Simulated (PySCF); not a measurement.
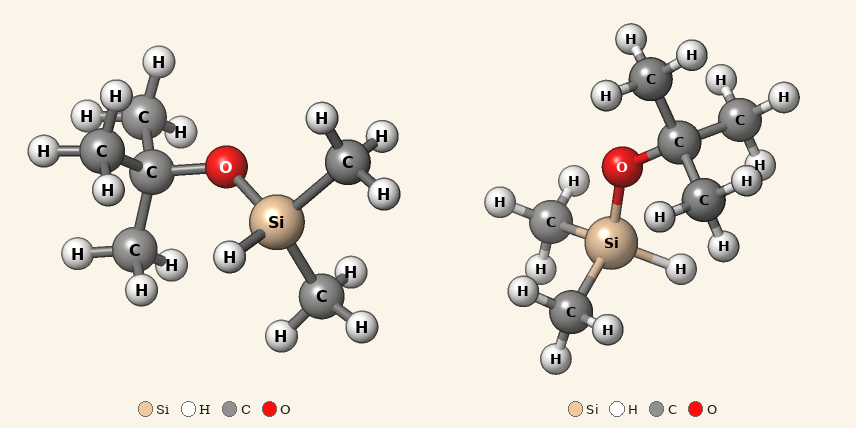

Figure made from data computed with PySCF.

Both panels show the same species.

Describe the molecule.

Formula C6H16OSi. As SMILES it reads `C[SiH](C)OC(C)(C)C`. It has no ring. Among its groups: Si–H bond, Si–O bond. This geometry has C1 symmetry. Coordination: 1 Si tetrahedral; 6 C tetrahedral; 1 O bent.
